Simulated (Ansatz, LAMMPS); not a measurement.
## Glassy 62P2O5-14Al2O3-24BaO (mol %) (160 atoms) in motion

Aim: follow glassy 62P2O5-14Al2O3-24BaO (mol %) (160 atoms) for a short time with forces from DFT, then look at structure and electrons in the last frame.

Method: Kohn-Sham DFT, PBE, PAW (set soft_2), plane waves, in Ansatz 0.2.0.

## (1) Starting point

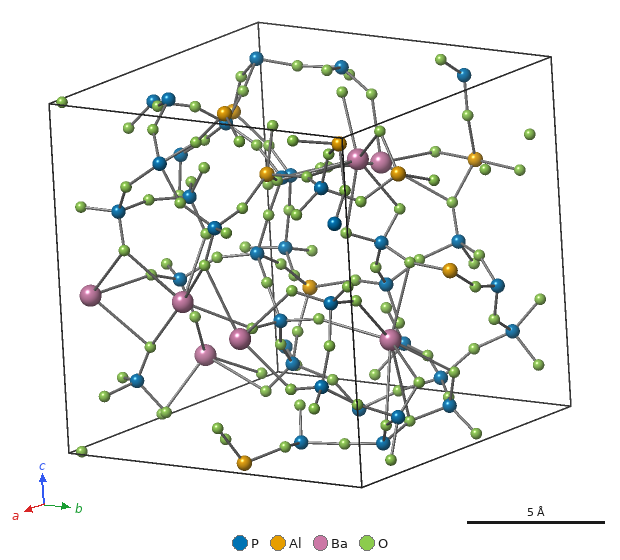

Start, viewed slightly off an axis; phosphorus blue, aluminium orange, barium pink, oxygen green. Bonds to atoms that aren't drawn are left out. Some periodic images of atoms are drawn too.

The cell holds 160 atoms: 36 P, 8 Al, 7 Ba and 109 O. Its edges and angles: a = 13.237 Å, b = 13.237 Å, c = 13.237 Å, α = 90.0°, β = 90.0°, γ = 90.0°. 160 atoms (36 P, 8 Al, 7 Ba, 109 O) placed at random at 2.92 g/cm³, melted at 4000 K for 10 ps at fixed volume with the Morse and Coulomb pair potential with partial charges (Pedone, Malavasi, Menziani, Cormack and Segre, J. Phys. Chem. B 110, 11780 (2006)). Quenched from 4000 K to 300 K at 1000 K/ps and fixed volume, held 10 ps at zero pressure.

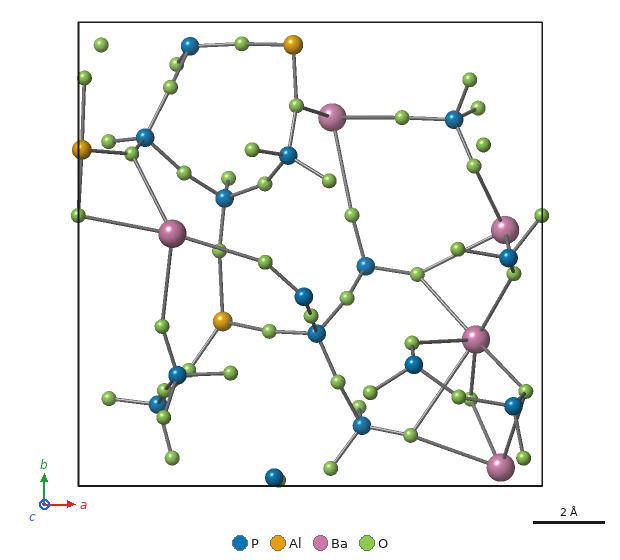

A slice 6 Å thick through the middle of the cell. Bonds to atoms that aren't drawn are left out.

Before any run, some limits are plain. The quench rate of 1000 K/ps is orders of magnitude faster than experiment, which tends to freeze in extra defects. The network of bonds at the start is that of the classical potential that made the cell. The Brillouin zone is sampled at Γ only, in a cell whose shortest periodic width is 13 Å. The levels lack spin–orbit coupling, which is large for the heavy elements here.

## (2) Dynamics started at 400 K

A Nosé–Hoover thermostat steers the temperature while disturbing the dynamics little. The time step is 1.0 fs.

File input.yaml:

```yaml
crystal:
  lattice:
    - [13.23747, 0.0, 0.0]
    - [0.0, 13.23747, 0.0]
    - [0.0, 0.0, 13.23747]
  atoms:
    - { symbol: P, position: [0.99528, 0.9541, 0.74916] }
    - { symbol: P, position: [0.27526, 0.18947, 0.97901] }
    - { symbol: P, position: [0.92773, 0.49173, 0.67564] }
    - { symbol: P, position: [0.1016, 0.88897, 0.22712] }
    [... 150 atom lines left out ...]
    - { symbol: O, position: [0.29183, 0.79586, 0.07397] }
    - { symbol: O, position: [0.58396, 0.4641, 0.72937] }
    - { symbol: O, position: [0.91701, 0.43614, 0.91324] }
    - { symbol: O, position: [0.71642, 0.1092, 0.45514] }
    - { symbol: O, position: [0.97632, 0.81297, 0.96881] }
    - { symbol: O, position: [0.82979, 0.2172, 0.0985] }
kpoints:
  mp_grid: { grid: [1, 1, 1] }
hamiltonian:
  xc: pbe
scf:
  occupations: { method: fixed }
output:
  forces: true
md:
  timestep: 1.0
  n_steps: 63
  ensemble: nvt_nose_hoover
  temperature: 400
  initial_velocities: maxwell_boltzmann
  seed: 627
```

On the command line:

```
ansatz run input.yaml --threads 4 --pin off --max-ram 8192MiB --backend cpu --events-out ev --progress --plain --runs-dir out
```

The job ended after 25 min (4 threads of Intel Xeon Platinum 8488C (Sapphire Rapids), shared host; peak memory 3.6 GiB; 1.5 h of CPU time).

The program notes that it switched symmetry off.

Rows from the run:

```
time (fs)  T (K)  potential (meV/atom)  conserved (meV/atom)
      0.0    400                   0.0                  0.00
      4.0    483                 -10.7                 -0.05
      8.0    624                 -28.9                 -0.11
     13.0    719                 -41.4                 -0.10
     17.0    723                 -42.5                 -0.09
     21.0    684                 -38.3                 -0.09
     25.0    605                 -28.9                 -0.06
     29.0    545                 -22.1                 -0.03
     34.0    560                 -25.2                 -0.06
     38.0    601                 -31.3                 -0.08
     42.0    635                 -36.8                 -0.09
     46.0    653                 -40.3                 -0.10
     50.0    653                 -41.6                 -0.10
     55.0    646                 -42.2                 -0.08
     59.0    661                 -45.4                 -0.11
     63.0    658                 -46.2                 -0.11
```

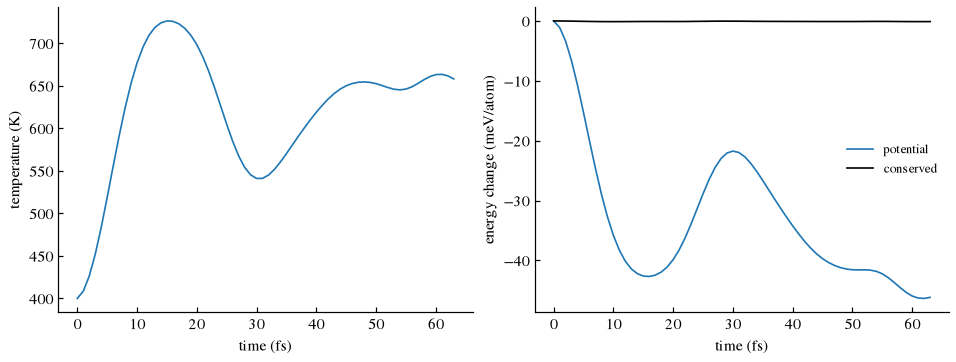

Temperature and energies against time.

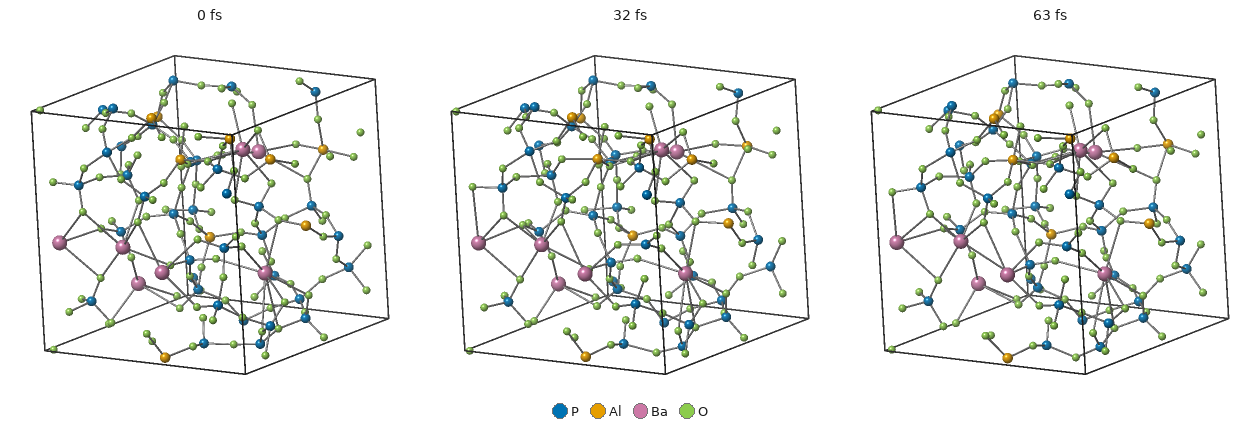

3 frames of the run. Bonds to atoms that aren't drawn are left out.

Mean square displacement from the first frame to the last: P 0.040 Å², Al 0.084 Å², Ba 0.053 Å², O 0.10 Å².

Mean square displacement against time lag:

```
time lag (fs)  Al (Å²)  Ba (Å²)   O (Å²)   P (Å²)
          1.0   6.5e-5   1.5e-5   9.1e-5   5.5e-5
          3.0   5.8e-4   1.4e-4   8.1e-4   4.9e-4
          6.0  0.00232   5.5e-4  0.00320  0.00192
         10.0  0.00626  0.00155  0.00847  0.00503
         12.0  0.00882  0.00224   0.0118  0.00696
         15.0   0.0132  0.00351   0.0173   0.0101
         17.0   0.0164  0.00451   0.0213   0.0123
         20.0   0.0215  0.00624   0.0274   0.0156
         22.0   0.0250  0.00755   0.0315   0.0177
         26.0   0.0320   0.0105   0.0394   0.0216
         29.0   0.0372   0.0130   0.0452   0.0241
         32.0   0.0423   0.0158   0.0508   0.0263
```

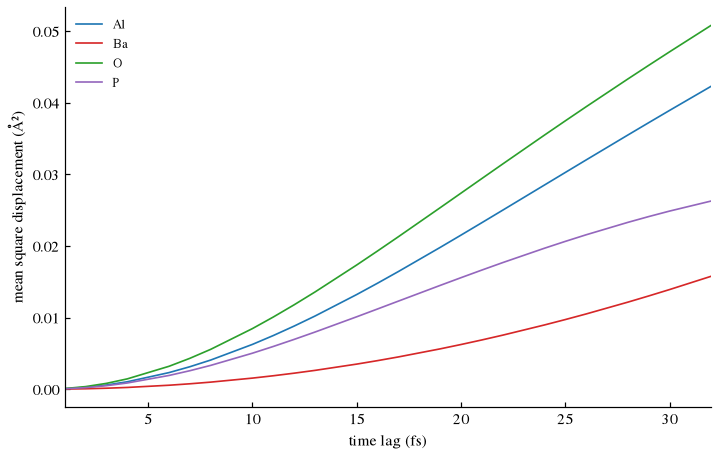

Mean square displacement against time lag.

Over the second half of 63 fs the temperature averages 631 K, rising from about 576 to 658 K (means over the first and last quarter of that half). The conserved energy stays within 0.12 meV/atom. From first frame to last O has the largest mean square displacement, 0.10 Å² at the end; the farthest move is 0.77 Å. The mean temperature of 631 K lies well off the 400 K of the input, so the thermostat hasn't yet brought the run to equilibrium. The count of bonds goes from 226 in the first frame to 227 in the last, by one set of cutoffs: 3 pairs passed out of them and 4 came within. The run spans 0.06 ps, too short for its means to be equilibrium values.

## (3) Local order late in the run

The g(r) is a mean over the second half; what follows it is taken at the last frame.

Density 2.89 g/cm³, 14.50 Å³ an atom.

Mean of 17 frames. Pair distribution functions g(r), in bins of 0.2 Å:

```
r (Å)  total   O-O   O-P  O-Al  O-Ba   P-P  P-Al
 1.40   0.81  0.00  2.63  0.00  0.00  0.00  0.00
 1.60   3.06  0.00  9.83  0.81  0.00  0.00  0.00
 1.80   0.91  0.00  1.20  7.94  0.00  0.00  0.00
 2.00   0.20  0.00  0.25  1.82  0.00  0.00  0.00
 2.20   0.12  0.16  0.06  0.45  0.00  0.00  0.00
 2.40   1.05  2.11  0.06  0.00  0.94  0.00  0.00
 2.60   1.65  3.21  0.06  0.00  2.45  0.00  0.00
 2.80   0.73  1.33  0.06  0.00  1.46  0.13  0.26
 3.00   0.74  0.83  0.18  0.20  1.57  2.48  2.71
 3.20   0.89  0.77  0.73  0.11  0.72  2.42  6.02
 3.40   0.74  0.69  0.75  0.91  0.59  0.81  1.62
 3.60   1.03  0.75  1.27  2.24  1.27  0.16  0.35
 3.80   1.25  0.82  2.07  1.46  0.45  0.56  0.11
 4.00   1.08  0.70  1.77  1.40  0.35  0.61  0.69
 4.20   1.09  0.78  1.39  2.04  0.68  1.03  0.96
 4.40   1.02  0.95  1.02  1.01  1.20  1.33  1.14
 4.60   1.06  1.23  0.69  1.04  1.31  1.54  0.72
 4.80   1.07  1.39  0.65  0.76  1.49  0.93  0.50
 5.00   1.12  1.34  0.80  0.86  1.44  1.33  1.42
 5.20   1.01  1.11  0.77  0.59  1.48  1.43  1.43
 5.40   0.98  1.04  1.00  0.73  0.73  1.23  0.70
 5.60   0.89  0.86  1.00  0.65  0.86  0.88  1.05
 5.80   0.93  0.86  1.09  0.99  0.70  0.71  0.61
 6.00   0.90  0.76  1.10  1.27  0.65  0.66  1.07
 6.20   0.95  0.84  1.12  1.21  0.92  0.63  0.94
 6.40   1.02  0.97  1.06  1.37  0.93  0.78  0.61
```

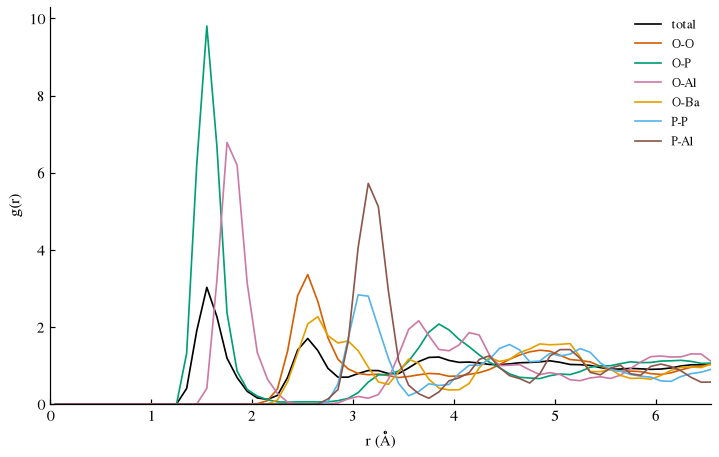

Pair distribution functions, lightly smoothed.

Bonds by pair of elements; cutoffs follow the first minimum of g(r), held within bounds set by covalent radii, and pairs that aren't listed don't count as bonded:

```
pair A-B  cutoff (Å)  bonds  mean length (Å)  spread (Å)  shortest (Å)  B about A  A about B
     O-P        2.11    147             1.57       0.098          1.43       1.35       4.08
    O-Al        2.49     35             1.83       0.132          1.66      0.321       4.38
    O-Ba        3.29     45             2.80       0.253          2.33      0.413       6.43
```

How many atoms have how many bonded neighbours:

```
element  mean  1   2   3   4  5  6  7  8
     Al  4.38  0   0   0   5  3  0  0  0
     Ba  6.43  0   0   0   1  0  3  1  2
      O  2.08  7  86  16   0  0  0  0  0
      P  4.08  0   0   0  33  3  0  0  0
```

Bond angles, per cent of each kind in bins of 5°:

```
angle (°)  O-P-O  O-Ba-O  O-Al-O  Ba-O-P  P-O-P
    45–50    0.0     3.1     0.0     0.0    0.0
    50–55    0.0     2.3     0.0     0.0    0.0
    55–60    0.0     3.1     0.0     0.0    0.0
    60–65    0.0     3.1     0.0     0.0    0.0
    65–70    0.0     5.5     0.0     0.0    0.0
    70–75    0.0     7.0     1.7     0.0    0.0
    75–80    0.4     7.0     1.7     0.0    0.0
    80–85    0.9     7.8     5.0     2.1    0.0
    85–90    2.6     6.2     5.0     4.2    0.0
    90–95    5.3     4.7    11.7     0.0    0.0
   95–100    9.7     5.5     8.3     6.2    0.0
  100–105   11.0     7.8    10.0    10.4    0.0
  105–110   27.6     3.9    16.7     8.3    0.0
  110–115   20.6     3.9    16.7     2.1    0.0
  115–120   13.6     2.3     6.7     8.3    2.6
  120–125    4.8     3.1     5.0    10.4    2.6
  125–130    0.4     2.3     3.3     6.2    7.9
  130–135    0.9     4.7     1.7     8.3    5.3
  135–140    0.0     2.3     1.7    10.4   21.1
  140–145    0.4     0.8     0.0     8.3    5.3
  145–150    0.4     3.9     0.0     0.0   13.2
  150–155    0.0     0.8     0.0     2.1   10.5
  155–160    0.0     2.3     1.7     4.2   23.7
  160–165    0.0     1.6     0.0     0.0    2.6
  165–170    0.4     3.1     0.0     6.2    2.6
  170–175    0.0     0.8     1.7     2.1    2.6
  175–180    0.9     0.8     1.7     0.0    0.0
```

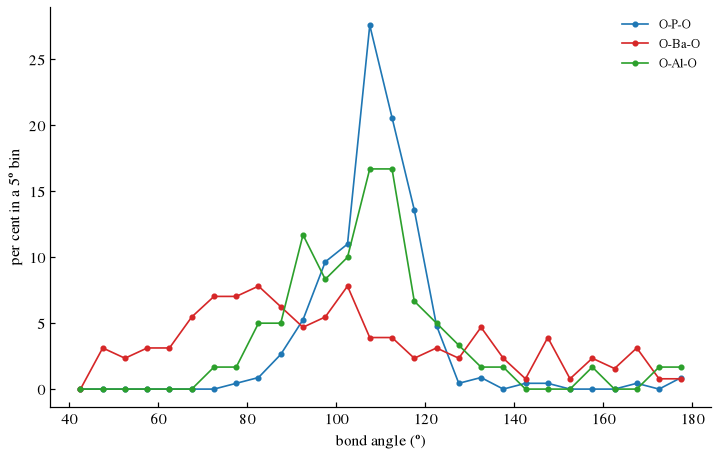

Distributions of the most common bond angles.

Bond angles (no mean is given where the spread exceeds 20°):

```
 angle  count  mean (°)  spread (°)
 O-P-O    228       109          12
O-Ba-O    128         -           -
O-Al-O     60       108        19.2
Ba-O-P     48         -           -
 P-O-P     38       146        13.1
```

Oxygen atoms by the number of network formers (Si, P, Ge, B, Al, As, Ga) bound to them:

```
network formers bound to O  O atoms  per cent
                         0        0         0
                         1       36        33
                         2       73        67
```

Network units: each former by its oxygen neighbours and how many of them bridge to another former:

```
former  O neighbours  bridging O  atoms
     P             4           1      1
     P             4           2      7
     P             4           3     17
     P             4           4      8
     P             5           4      2
     P             5           5      1
    Al             4           4      5
    Al             5           5      3
```

Bond length by coordination (bonds to H left out):

```
element  coordination  atoms  mean bond length (Å)
     Al             4      5                  1.76
     Al             5      3                  1.93
     Ba             4      1                  2.62
     Ba             6      3                  2.79
     Ba             7      1                   2.8
     Ba             8      2                  2.86
      O             1      7                  1.47
      O             2     86                  1.76
      O             3     16                  2.27
      P             4     33                  1.56
      P             5      3                  1.66
```

Rings of the network by King's shortest-path rule, up to 12 atoms, one path for each pair of neighbours; H, halogens, alkali and alkaline-earth atoms are left out, and the last column divides by all other atoms, bonded or not:

```
ring size (atoms)  rings  per network atom
                8     11             0.072
               10      7             0.046
               12      9             0.059
```

For some of the pairs, g(r) has its first main peak near 2.5 Å (O-O), 1.6 Å (O-P), 1.8 Å (O-Al), 2.6 Å (O-Ba), 3.1 Å (P-P) and 3.2 Å (P-Al). By these cutoffs 62 % of Al atoms have 4, 43 % of Ba atoms have 6, 79 % of O atoms have 2 and 92 % of P atoms have 4 bonded neighbours. The O-P-O angle averages 109° with a spread of 12°. 67 % of the oxygens bridge two formers (P and Al) and 33 % are non-bridging. The commonest P unit has 4 oxygens, 3 of them shared with other formers (17 of 36 atoms). Rings of 8 atoms are the most common (41 % of those counted); sizes run from 8 to 12, where the search stops.

[end of part 1 of 2]

[Logs are printed without paths, hosts, clocks, repeated set-up lines and the standing remarks that a program may print on its own settings, such as how far it seeks lower states.]

[Hosts, paths, dates, database ids (printed as entryN), source tags and the programs' standing remarks are cut or masked in the printed files.]
